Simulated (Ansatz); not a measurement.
**A hypothetical structure for Cs2SrSi2**

This structure for Cs2SrSi2 is made up. Its elements were placed in a known structure type with a cell scaled to their sizes. What cell does the guess relax to, and how far off was it?

Program: Ansatz 0.2.0. Level of theory: DFT, PBEsol, plane-wave PAW, files of the set soft_1, scalar-relativistic, no spin, cell and ions relaxed at zero pressure; PAW set soft_1, in the first sound run; inputs show where later runs differ. Results are calculated unless marked as measured.

## Step 1: The starting structure

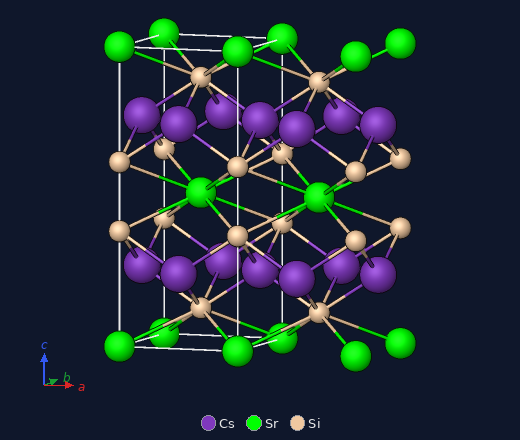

The cell as given, slightly off an axis (caesium purple, strontium green, silicon light orange). 2×1×1 cells are drawn. This picture shows the conventional cell, with its axes. Some periodic images of atoms are drawn too.

## Step 2: Relaxing cell and atoms

The guessed cell has no reason to be at equilibrium. It is relaxed with the atoms, within the space group of the guess.

File input.yaml:

```yaml
crystal:
  lattice:
    - [-2.8395, 2.8395, 6.7795]
    - [2.8395, -2.8395, 6.7795]
    - [2.8395, 2.8395, -6.7795]
  atoms:
    - { symbol: Cs, position: [0.25, 0.75, 0.5] }
    - { symbol: Cs, position: [0.75, 0.25, 0.5] }
    - { symbol: Sr, position: [0.0, 0.0, 0.0] }
    - { symbol: Si, position: [0.6153, 0.6153, 0.0] }
    - { symbol: Si, position: [0.3847, 0.3847, 0.0] }
kpoints:
  mp_grid: { grid: [7, 7, 7] }
scf:
  occupations: { method: fermi_dirac, width: 0.05 }
hamiltonian:
  xc: pbesol
  pseudopotentials: { kind: paw, azcp: { folder: soft_1 }, xc_functional: pbe }
relax:
  f_tol: 0.015
  max_steps: 70
  cell: {}
output:
  forces: true
  stress: true
```

Run with:

```
$ ansatz run input.yaml --threads 4 --pin off --max-ram 8192MiB --backend cpu --events-out ev --progress --plain --runs-dir out
```

Numbers of over 12 decimals in the logs are rounded to 6 here.

Log:

```text
Engine: ansatz 0.2.0, x86_64-unknown-linux-gnu
Pseudopotentials: kind: paw
Pseudopotential: Cs, paw, valence charge 9, recommended cutoff 420 eV (normal), soft_1/Cs.paw.azcp
Pseudopotential: Sr, paw, valence charge 10, recommended cutoff 420 eV (normal), soft_1/Sr.paw.azcp
Pseudopotential: Si, paw, valence charge 4, recommended cutoff 420 eV (normal), soft_1/Si.paw.azcp
Functional definition: PBEsol
  exchange = pbesol_x
  correlation = pbesol_c
Crystal: 5 atoms, lattice volume = 218.646 Å³
Basis set: ecut = 420 eV, 4271 PW (Γ), exchange–correlation on 108×108×108 points (8 copies of the dense FFT grid, shifted against one another)
Bands: 23, of which v1, the nominal top of the filled ones, is band 18 counted from 1 (17 counted from 0)
Symmetry: 16 space group operations
Space group: I4/mmm (ITA 139), of the structure as read, at distance tolerance 6.0e-5 Å
k-points: 40 of 343
Non-local potential: Cs, projectors of the file, l = 0: 3, l = 1: 2, l = 2: 2, l = 3: 2
Non-local potential: Sr, projectors of the file, l = 0: 3, l = 1: 2, l = 2: 2
Non-local potential: Si, projectors of the file, l = 0: 2, l = 1: 2, l = 2: 1
PAW form: soft (Blöchl's): semilocal exchange-correlation on the pseudo side does not see the compensation charge
PAW frozen core: Cs, regenerated for the run's functional, and the local potential with it (the file was generated under x = pbe(κ = 0.804, μ = 0.219515), c = pbe(β = 0.066725))
PAW frozen core: Sr, regenerated for the run's functional, and the local potential with it (the file was generated under x = pbe(κ = 0.804, μ = 0.219515), c = pbe(β = 0.066725))
PAW frozen core: Si, regenerated for the run's functional, and the local potential with it (the file was generated under x = pbe(κ = 0.804, μ = 0.219515), c = pbe(β = 0.066725))
PAW one-centre angular grid: Cs, 194 points (default); XC on 64 Gauss nodes
PAW one-centre angular grid: Sr, 110 points (default); XC on 64 Gauss nodes
PAW one-centre angular grid: Si, 110 points (default); XC on 64 Gauss nodes
Initial density: superposition of atomic densities (chi_scale 0.1, normalization cell, long waves kept (reshape's long-wave potential 0.01 eV rms))
Initial wavefunctions: pseudopotential atomic-orbital guess
Functional: x = pbesol(κ = 0.804, μ = 0.123457), c = pbesol(β = 0.046)
SCF iter   1: F=—  HF=-15904.008589 eV  |F-HF|=—  |Δ(HF+E_count)|=         —  Δρ=1.56e-2  dr2=1.52e0  ethr=3.10e-3  ⟨swp⟩=8.7  Hψ=5560  notcnv=0
preconditioner: auto → Kerker (q_TF=auto, 2.020 Å⁻¹)  [metal: Δε(μ)=0.023 eV  Ē_g=7.351 eV  σ=0.050 eV  W_gap=0.12  n_scr=32 (ndim 8)  ℏωp=12.3 eV  f_vac=0.000  D(μ)=5.85/eV (n_scr^D=32)]
SCF iter   2: F=—  HF=-15903.801531 eV  |F-HF|=—  |Δ(HF+E_count)|=   2.07e-1  Δρ=9.80e-3  dr2=7.32e-1  ethr=3.10e-3  ⟨swp⟩=1.2  Hψ=1248  notcnv=0
SCF iter   3: F=—  HF=-15903.647513 eV  |F-HF|=—  |Δ(HF+E_count)|=   1.54e-1  Δρ=2.32e-3  dr2=3.11e-2  ethr=2.03e-3  ⟨swp⟩=4.2  Hψ=1526  notcnv=0
SCF iter   4: F=—  HF=-15903.639639 eV  |F-HF|=—  |Δ(HF+E_count)|=   7.87e-3  Δρ=7.28e-4  dr2=5.17e-3  ethr=8.64e-5  ⟨swp⟩=3.4  Hψ=1601  notcnv=0
SCF iter   5: F=—  HF=-15903.638605 eV  |F-HF|=—  |Δ(HF+E_count)|=   1.03e-3  Δρ=2.24e-4  dr2=2.90e-4  ethr=1.44e-5  ⟨swp⟩=2.0  Hψ=1131  notcnv=0
SCF iter   6: F=—  HF=-15903.638627 eV  |F-HF|=—  |Δ(HF+E_count)|=   2.22e-5  Δρ=6.98e-5  dr2=3.05e-5  ethr=8.06e-7  ⟨swp⟩=2.5  Hψ=1474  notcnv=0
SCF iter   7: F=—  HF=-15903.638732 eV  |F-HF|=—  |Δ(HF+E_count)|=   1.05e-4  Δρ=1.85e-5  dr2=1.64e-6  ethr=8.48e-8  ⟨swp⟩=2.4  Hψ=1359  notcnv=0
SCF iter   8: F=—  HF=-15903.638732 eV  |F-HF|=—  |Δ(HF+E_count)|=   2.19e-8  Δρ=4.69e-6  dr2=1.97e-7  ethr=4.55e-9  ⟨swp⟩=2.2  Hψ=1284  notcnv=0
SCF iter   9: F=-15903.638732 eV  HF=-15903.638732 eV  |F-HF|=8.48e-10  |Δ(HF+E_count)|=   2.62e-8  Δρ=1.45e-6  dr2=1.18e-8  ethr=2.78e-10  ⟨swp⟩=5.4  Hψ=3691  notcnv=0
SCF 1 converged in 9 iterations: F = -15903.638732 eV  dr2 = 1.18e-8
  greatest PAW one-centre occupation: 0.987 electrons in one spin orbital (limit 2), on the Sr atom at site 2 (counted from 0), in its partial waves of l = 0
relax step   1: F+E_penalty+E_count = -15903.63873213 eV  Δ(F+E_penalty+E_count) = +0.000e0 eV  max|allowed force component| = 2.431e0 eV/Å  Δτ_max = 0.0000 Å  P = -1.416 GPa  Ω = 218.646 Å³  (9 SCF iters, dr2 threshold 1.00e-7 eV, accepted)
Crystal: 5 atoms, lattice volume = 214.788 Å³
Basis set: ecut = 420 eV, 4191 PW (Γ), exchange–correlation on 108×108×108 points (8 copies of the dense FFT grid, shifted against one another)
Initial density: handed on by an earlier stage of this run
Initial wavefunctions: those handed on with the density
iter 1 solved again at ethr=1.01e-4 eV; its pass at ethr=3.10e-3 eV (dr2=3.62e-2 eV) is discarded
SCF iter   1: F=—  HF=-15904.661751 eV  |F-HF|=—  |Δ(HF+E_count)|=         —  Δρ=3.28e-3  dr2=3.89e-2  ethr=1.01e-4  ⟨swp⟩=1.6  Hψ=6505  notcnv=0
preconditioner: auto → Kerker (q_TF=auto, 2.026 Å⁻¹)  [metal: Δε(μ)=0.015 eV  Ē_g=7.267 eV  σ=0.050 eV  W_gap=0.08  n_scr=32 (ndim 8)  ℏωp=12.4 eV  f_vac=0.001  D(μ)=5.99/eV (n_scr^D=36)]
SCF iter   2: F=—  HF=-15904.654568 eV  |F-HF|=—  |Δ(HF+E_count)|=   7.18e-3  Δρ=1.94e-3  dr2=1.31e-2  ethr=1.01e-4  ⟨swp⟩=1.7  Hψ=957  notcnv=0
SCF iter   3: F=—  HF=-15904.651458 eV  |F-HF|=—  |Δ(HF+E_count)|=   3.11e-3  Δρ=3.48e-4  dr2=1.02e-3  ethr=3.63e-5  ⟨swp⟩=2.0  Hψ=1174  notcnv=0
SCF iter   4: F=—  HF=-15904.651306 eV  |F-HF|=—  |Δ(HF+E_count)|=   1.52e-4  Δρ=1.12e-4  dr2=1.26e-4  ethr=2.84e-6  ⟨swp⟩=2.0  Hψ=1123  notcnv=0
SCF iter   5: F=—  HF=-15904.651372 eV  |F-HF|=—  |Δ(HF+E_count)|=   6.57e-5  Δρ=2.66e-5  dr2=2.91e-6  ethr=3.51e-7  ⟨swp⟩=2.9  Hψ=1654  notcnv=0
SCF iter   6: F=-15904.651372 eV  HF=-15904.651372 eV  |F-HF|=6.72e-9  |Δ(HF+E_count)|=   1.35e-7  Δρ=5.45e-6  dr2=1.18e-7  ethr=1.39e-9  ⟨swp⟩=5.5  Hψ=3835  notcnv=0
SCF 2 converged in 6 iterations: F = -15904.651372 eV  dr2 = 1.18e-7
relax step   2: F+E_penalty+E_count = -15904.65137170 eV  Δ(F+E_penalty+E_count) = -1.013e0 eV  max|allowed force component| = 2.490e0 eV/Å  Δτ_max = 0.1950 Å  P = -1.829 GPa  Ω = 214.788 Å³  energy of the carried Pulay correction = +2.465e-5 eV  (6 SCF iters, dr2 threshold 5.00e-7 eV, accepted)
Crystal: 5 atoms, lattice volume = 211.250 Å³
Basis set: ecut = 420 eV, 4119 PW (Γ), exchange–correlation on 108×108×108 points (8 copies of the dense FFT grid, shifted against one another)
iter 1 solved again at ethr=3.38e-4 eV; its pass at ethr=3.10e-3 eV (dr2=1.22e-1 eV) is discarded
SCF iter   1: F=—  HF=-15905.533714 eV  |F-HF|=—  |Δ(HF+E_count)|=         —  Δρ=6.20e-3  dr2=1.33e-1  ethr=3.38e-4  ⟨swp⟩=1.4  Hψ=6567  notcnv=0
[...]
SCF iter   6: F=—  HF=-15905.492530 eV  |F-HF|=—  |Δ(HF+E_count)|=   3.21e-6  Δρ=1.84e-5  dr2=2.25e-6  ethr=3.90e-8  ⟨swp⟩=2.0  Hψ=1278  notcnv=0
SCF iter   7: F=-15905.492530 eV  HF=-15905.492530 eV  |F-HF|=1.34e-7  |Δ(HF+E_count)|=   1.99e-7  Δρ=5.80e-6  dr2=3.04e-7  ethr=1.39e-9  ⟨swp⟩=5.3  Hψ=3691  notcnv=0
SCF 3 converged in 7 iterations: F = -15905.492530 eV  dr2 = 3.04e-7
relax step   3: F+E_penalty+E_count = -15905.49253007 eV  Δ(F+E_penalty+E_count) = -8.412e-1 eV  max|allowed force component| = 1.242e0 eV/Å  Δτ_max = 0.1952 Å  P = -1.124 GPa  Ω = 211.250 Å³  energy of the carried Pulay correction = +4.766e-5 eV  (7 SCF iters, dr2 threshold 5.00e-7 eV, accepted)
[... from here on, the SCF cycles and remarks between the steps are left out ...]
relax step   4: F+E_penalty+E_count = -15905.27742085 eV  Δ(F+E_penalty+E_count) = +2.151e-1 eV  max|allowed force component| = 4.796e0 eV/Å  Δτ_max = 0.1972 Å  P = +1.816 GPa  Ω = 205.643 Å³  energy of the carried Pulay correction = +8.490e-5 eV  (7 SCF iters, dr2 threshold 5.00e-7 eV, rejected (line search))
relax step   5: F+E_penalty+E_count = -15905.72144791 eV  Δ(F+E_penalty+E_count) = -2.289e-1 eV  max|allowed force component| = 6.359e-1 eV/Å  Δτ_max = 0.0558 Å  P = -0.880 GPa  Ω = 206.520 Å³  energy of the carried Pulay correction = +7.901e-5 eV  (11 SCF iters, accepted)
relax step   6: F+E_penalty+E_count = -15905.92691751 eV  Δ(F+E_penalty+E_count) = -2.055e-1 eV  max|allowed force component| = 1.181e-1 eV/Å  Δτ_max = 0.0528 Å  P = -0.531 GPa  Ω = 200.886 Å³  energy of the carried Pulay correction = +1.173e-4 eV  (6 SCF iters, dr2 threshold 5.00e-7 eV, accepted)
relax step   7: F+E_penalty+E_count = -15906.20417227 eV  Δ(F+E_penalty+E_count) = -2.773e-1 eV  max|allowed force component| = 2.591e-1 eV/Å  Δτ_max = 0.0344 Å  P = -0.382 GPa  Ω = 191.757 Å³  energy of the carried Pulay correction = +1.815e-4 eV  (6 SCF iters, dr2 threshold 5.00e-7 eV, accepted)
relax step   8: F+E_penalty+E_count = -15906.45454938 eV  Δ(F+E_penalty+E_count) = -2.504e-1 eV  max|allowed force component| = 1.160e-2 eV/Å  Δτ_max = 0.0278 Å  P = +0.240 GPa  Ω = 178.653 Å³  energy of the carried Pulay correction = +2.789e-4 eV  (6 SCF iters, dr2 threshold 5.00e-7 eV, accepted)
relax step   9: F+E_penalty+E_count = -15906.47467532 eV  Δ(F+E_penalty+E_count) = -2.013e-2 eV  max|allowed force component| = 1.184e-1 eV/Å  Δτ_max = 0.0380 Å  P = +0.391 GPa  Ω = 176.886 Å³  energy of the carried Pulay correction = +2.925e-4 eV  (5 SCF iters, dr2 threshold 5.00e-7 eV, accepted)
relax step  10: F+E_penalty+E_count = -15906.48414899 eV  Δ(F+E_penalty+E_count) = -9.474e-3 eV  max|allowed force component| = 5.309e-4 eV/Å  Δτ_max = 0.0114 Å  P = -0.100 GPa  Ω = 180.464 Å³  energy of the carried Pulay correction = +2.651e-4 eV  (5 SCF iters, dr2 threshold 5.00e-7 eV, accepted)
relax step  11: F+E_penalty+E_count = -15906.48444191 eV  Δ(F+E_penalty+E_count) = -2.929e-4 eV  max|allowed force component| = 8.852e-4 eV/Å  Δτ_max = 0.0003 Å  P = -0.004 GPa  Ω = 179.663 Å³  energy of the carried Pulay correction = +2.712e-4 eV  (5 SCF iters, dr2 threshold 3.35e-8 eV, accepted)
Basis set: ecut = 420 eV, 3487 PW (Γ), exchange–correlation on 120×120×120 points (8 copies of the dense FFT grid, shifted against one another)
Initial wavefunctions: pseudopotential atomic-orbital guess (no wavefunctions were taken with the density)
iter 1 solved again at ethr=7.64e-7 eV; its pass at ethr=3.10e-3 eV (dr2=2.75e-4 eV) is discarded
SCF iter   1: F=—  HF=-15906.484884 eV  |F-HF|=—  |Δ(HF+E_count)|=         —  Δρ=8.88e-5  dr2=1.48e-6  ethr=7.64e-7  ⟨swp⟩=3.9  Hψ=9125  notcnv=0
preconditioner: auto → Kerker (q_TF=auto, 2.087 Å⁻¹)  [metal: Δε(μ)=0.009 eV  Ē_g=8.074 eV  σ=0.050 eV  W_gap=0.04  n_scr=32 (ndim 8)  ℏωp=13.6 eV  f_vac=0.001  D(μ)=3.07/eV (n_scr^D=12)]
SCF iter   2: F=—  HF=-15906.484986 eV  |F-HF|=—  |Δ(HF+E_count)|=   1.02e-4  Δρ=4.68e-5  dr2=4.14e-7  ethr=4.11e-9  ⟨swp⟩=2.6  Hψ=1700  notcnv=0
SCF iter   3: F=—  HF=-15906.484989 eV  |F-HF|=—  |Δ(HF+E_count)|=   2.71e-6  Δρ=1.50e-6  dr2=2.41e-9  ethr=1.15e-9  ⟨swp⟩=2.0  Hψ=1600  notcnv=0
SCF iter   4: F=—  HF=-15906.484989 eV  |F-HF|=—  |Δ(HF+E_count)|=   1.32e-9  Δρ=5.54e-7  dr2=5.81e-10  ethr=6.70e-12  ⟨swp⟩=2.5  Hψ=1691  notcnv=0
SCF iter   5: F=—  HF=-15906.484989 eV  |F-HF|=—  |Δ(HF+E_count)|=  2.55e-11  Δρ=1.26e-7  dr2=6.13e-11  ethr=1.61e-12  ⟨swp⟩=2.0  Hψ=1633  notcnv=0
SCF iter   6: F=-15906.484989 eV  HF=-15906.484989 eV  |F-HF|=5.46e-12  |Δ(HF+E_count)|=  9.09e-12  Δρ=4.08e-8  dr2=1.06e-11  ethr=1.00e-12  ⟨swp⟩=5.0  Hψ=3379  notcnv=0
SCF 12 converged in 6 iterations: F = -15906.484989 eV  dr2 = 1.06e-11
relax step  12: F+E_penalty+E_count = -15906.48498894 eV  Δ(F+E_penalty+E_count) = -5.470e-4 eV  max|allowed force component| = 2.851e-3 eV/Å  Δτ_max = 0.0000 Å  P = +0.005 GPa  Ω = 179.663 Å³  stress off target by 2.27e-2 GPa  SCF on the basis re-selected at this cell (its energy is not comparable with the rows above)  (6 SCF iters)
basis re-selected at this cell: Δ(F+E_penalty+E_count) = -5.470e-4 eV, ΔP = +0.009 GPa vs the last step (what re-selecting the basis moved, of the pressure what is left beyond the Pulay correction that the steps carried, after the strain that the cell walked since its last selection, with what the two solves' SCF thresholds leave and, on support functions, any second-order correction that the steps lacked; it is no measure of the basis error at this ecutwfc). The dense FFT grid was sized anew with the basis: this SCF ran on 60×60×60 points, the steps before it on 54×54×54, so part of this shift can come from that change (see relax.cell in the input reference). [rest of the remark cut]
SCF converged after 6 iterations
Free energy (F): -15906.484989 eV
Harris-Foulkes:  -15906.484989 eV  (|F-HF|=5.46e-12)
Internal energy: -15906.459603 eV  (E = F + TS)
E sigma→0 (E₀):  -15906.472296 eV
Entropy (-TS):   -0.025385 eV (-5.077 meV/atom)
Fermi energy:    6.720130 eV
--- Per-component energies (eV) ---
  E_band       = -190.559691
  E_kinetic    = 599.501777
  E_local      = -1216.575077  (includes V_loc(G=0)·N_el)
  E_nonlocal   = 327.426627
  E_hartree    = 342.657243
  E_xc         = -640.476786
  E_vxc        = -524.401108  (∫ρ·V_xc dr)
  E_paw        = -13589.127072  (= ΣΔE_a)
  E_vpaw       = -61.826446  (= ΣTr[D̂ρ^β])
  E_aug_tail   = 0.000057  (compensation charges beyond the density's cutoff)
  E_ewald      = -1730.352170
  E_core_change = 0.485797  (= ΣΔE_core)
  E_smearing   = -0.025385  (= −TS)
  E_closure    = 0.000000  (closes the sum)
  Σ components = -15906.484989   (vs F -15906.484989, Δ=0.00e0)
--- Forces (eV/Å), atoms counted from 1 ---
  atom   1  Cs     0.00000000    -0.00000000     0.00000000
  atom   2  Cs     0.00000000    -0.00000000     0.00000000
  atom   3  Sr     0.00000000    -0.00000000     0.00000000
  atom   4  Si     0.00000000     0.00000000     0.00285126
  atom   5  Si    -0.00000000    -0.00000000    -0.00285126
  max |Σ_I F_I| component: 6.94e-18 eV/Å
--- Stress (GPa, compression-positive) ---
       -0.004248       0.000000       0.000000
        0.000000      -0.004248      -0.000000
        0.000000       0.000000       0.022657
  P = ⅓ Tr σ = 0.0047 GPa (0.047 kbar)
--- Relaxed structure (11 steps of the walk, 10 accepted, 1 SCFs on fresh bases) ---
  F+E_penalty+E_count = -15906.48498894 eV   max|allowed force component| = 2.851e-3 eV/Å   (the final SCF, on the basis selected at the relaxed cell)
  cell:  # Å, volume = 179.6626 Å³
    - [-2.400224, 2.400224, 7.796398]
    - [2.400224, -2.400224, 7.796398]
    - [2.400224, 2.400224, -7.796398]
  atoms:
    - { symbol: Cs, position: [0.250000, 0.75, 0.5] }
    - { symbol: Cs, position: [0.75, 0.250000, 0.5] }
    - { symbol: Sr, position: [-1.279388949020436e-19, -1.279388949020436e-19, 0] }
    - { symbol: Si, position: [0.571989, 0.571989, 0] }
    - { symbol: Si, position: [0.428011, 0.428011, 0] }
```

Elapsed: 26 s, on 4 threads of Intel Xeon Platinum 8488C (Sapphire Rapids), shared host; peak memory 0.74 GiB; 94 s of CPU time.

Relaxation path:

| step | energy less that of the first step (eV) | largest force component (eV/Å) | pressure (GPa) | volume (Å³) |
| --- | --- | --- | --- | --- |
| 1 | 0.0000 | 2.4312 | -1.42 | 218.65 |
| 2 | -1.0126 | 2.4897 | -1.83 | 214.79 |
| 3 | -1.8538 | 1.2419 | -1.12 | 211.25 |
| 4 | -1.6387 | 4.7957 | 1.82 | 205.64 |
| 5 | -2.0827 | 0.6359 | -0.88 | 206.52 |
| 6 | -2.2882 | 0.1181 | -0.53 | 200.89 |
| 7 | -2.5654 | 0.2591 | -0.38 | 191.76 |
| 8 | -2.8158 | 0.0116 | 0.24 | 178.65 |
| 9 | -2.8359 | 0.1184 | 0.39 | 176.89 |
| 10 | -2.8454 | 0.0005 | -0.10 | 180.46 |
| 11 | -2.8457 | 0.0009 | 0.00 | 179.66 |
| 12* | -2.8463 | 0.0029 | 0.00 | 179.66 |

Relaxation steps marked * repeat the geometry before them on a plane-wave basis chosen anew for their cell, so energy and pressure can jump there. Relaxation step 4 was tried and not accepted.

Forces are held to the 16 operations that the run works with; a distortion that breaks them can't arise in this run.

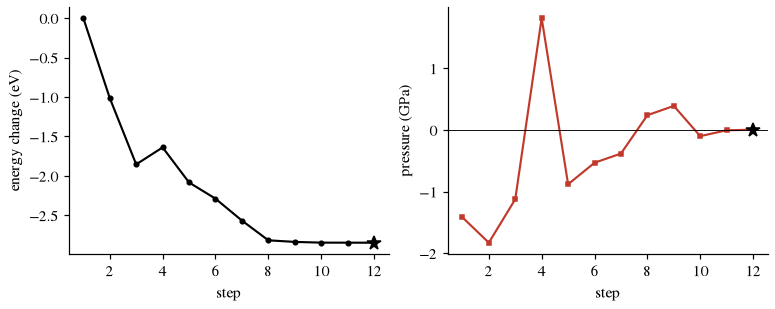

Energy and pressure along the relaxation. Stars mark steps on a basis chosen anew.

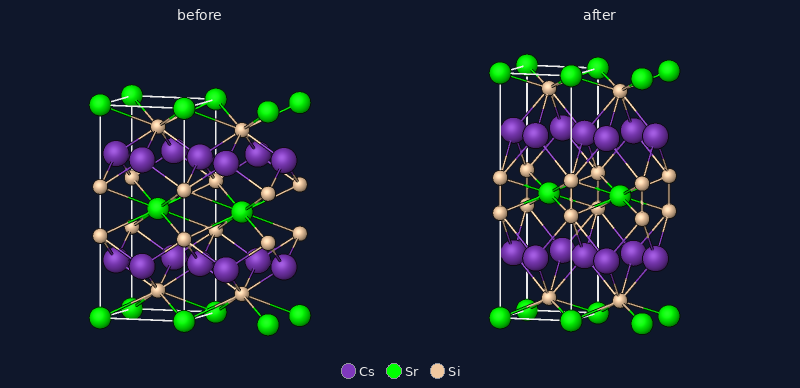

Before and after, at one scale.

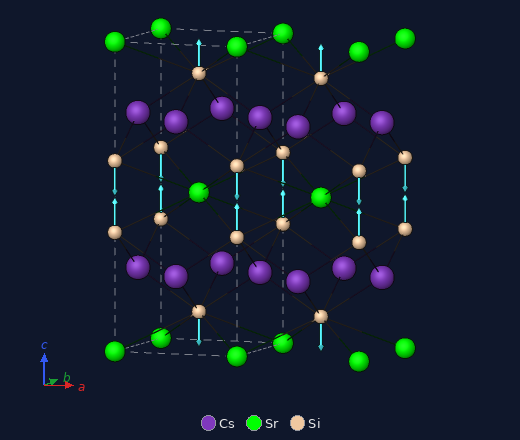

Displacements in the relaxation, exaggerated, measured against the changing cell; the longest in the cell stands for 0.68 Å. 2×1×1 conventional cells are drawn. Some periodic images of atoms are drawn too.

| cell as run | before | after | change |
| --- | --- | --- | --- |
| a (Å) | 7.880 | 8.503 | +7.9 % |
| b (Å) | 7.880 | 8.503 | +7.9 % |
| c (Å) | 7.880 | 8.503 | +7.9 % |
| α (°) | 137.75 | 147.21 | +6.9 % |
| β (°) | 137.75 | 147.21 | +6.9 % |
| γ (°) | 61.28 | 47.06 | -23.2 % |
| volume (Å³/atom) | 43.73 | 35.93 | -17.8 % |

The atoms that moved most (Å, as changes of fractional coordinates times the final cell):

| atom | dx | dy | dz | length |
| --- | --- | --- | --- | --- |
| Si5 | 0.000 | 0.000 | 0.675 | 0.675 |
| Si4 | 0.000 | 0.000 | -0.675 | 0.675 |

This step gave:

| Property | Result |
| --- | --- |
| free energy | -15906.4850 eV |
| energy at zero smearing | -15906.4723 eV |
| smearing term TS | 0.02539 eV |
| Fermi energy | 6.720 eV |
| electrons | 36 |
| symmetry operations | 16 |
| pressure | 0.004720 GPa |

Shortest distances by pair of elements, guess and relaxed (not always the same contact):

| pair | guess (Å) | relaxed (Å) |
| --- | --- | --- |
| Si–Si | 3.127 | 2.245 |
| Cs–Cs | 4.016 | 3.394 |
| Si–Sr | 4.309 | 3.575 |
| Cs–Si | 3.376 | 3.670 |
| Cs–Sr | 4.422 | 4.578 |

The relaxation ends with a largest force component of 0.0029 eV/Å and a pressure of 0.00 GPa.

[end of part 1 of 2]

[Logs are printed without paths, hosts, clocks, repeated set-up lines and the standing remarks that a program may print on its own settings, such as how far it seeks lower states.]

[Hosts, paths, dates, database ids (printed as entryN), source tags and the programs' standing remarks are cut or masked in the printed files.]
